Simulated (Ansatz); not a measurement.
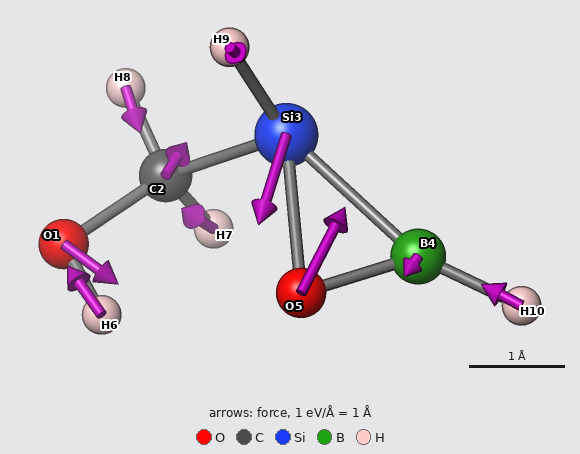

Starting geometry of CH5BO2Si with the computed forces as purple arrows. The picture is a ball-and-stick view, seen at a tilt.

The start comes from PBE-D4/def2-SVP.

Level of theory: RKS PBE0-D4/def2-TZVP (Ansatz). (force threshold 0.005 eV/Å; at most 150 steps)

Question: Is this structure relaxed? If not, where do the atoms go?

Answer: It isn't relaxed: the largest force vector, on O atoms, is 1.12 eV/Å. The final displacements have little in common with the starting forces (cosine between the two patterns 0.18). Over 14 accepted moves (15 points after the start) the energy falls by 0.109 eV. Largest force component: 1.1 eV/Å at the start, 0.0028 eV/Å at the end. The line search rejected the trial step at point 11 of the run. The atom that moves furthest after the best rigid fit is H6 (0.45 Å). Largest moves by element: H 0.45 Å, O 0.27 Å, Si 0.19 Å, B 0.16 Å, C 0.06 Å. Near-neighbour distances that change, for instance: Si3–O5 1.856 → 1.761 Å, Si3–B4 1.945 → 1.904 Å, C2–Si3 1.913 → 1.884 Å, B4–H10 1.212 → 1.190 Å. Among the angles between lasting bonds that change: C2–Si3–O5 99.7° → 108.6°, Si3–B4–H10 161.2° → 165.9°, C2–Si3–B4 120.0° → 124.2°. Cost: 34 s on 4 threads of Intel Xeon Platinum 8375C @ 2.90GHz, on a shared host.
